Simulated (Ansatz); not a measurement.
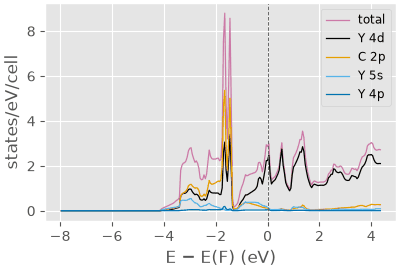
Total and projected density of states of Y2C in space group R-3m (No. 166; C on 3a, Y on 6c), plane-wave PAW r²SCAN (Ansatz code)

Q: Which orbitals carry the states next to the Fermi level?

A: Within 0.5 eV of the Fermi level: Y 4d 78 %, Y 5s 9 %, C 2p 6 %. Projections are on Löwdin-orthogonalised atomic valence shells; empty p or d shells of many metals are not among them.

Q: Where is the tallest occupied peak in this window, and what makes it?

A: Near -1.6 eV, about 8.8 states/eV per cell; the largest projected share is C 2p.

The workflow started from an entry of the Crystallography Open Database (COD). Whether it is the stable phase at ambient conditions was not checked. Symmetry was held in the r²SCAN relaxation; its stability against distortions is not shown here. The run is not spin-polarised. Scalar-relativistic: spin–orbit coupling is off unless named, which matters more the heavier the elements.

Potentials: the later of the program's two PAW sets.
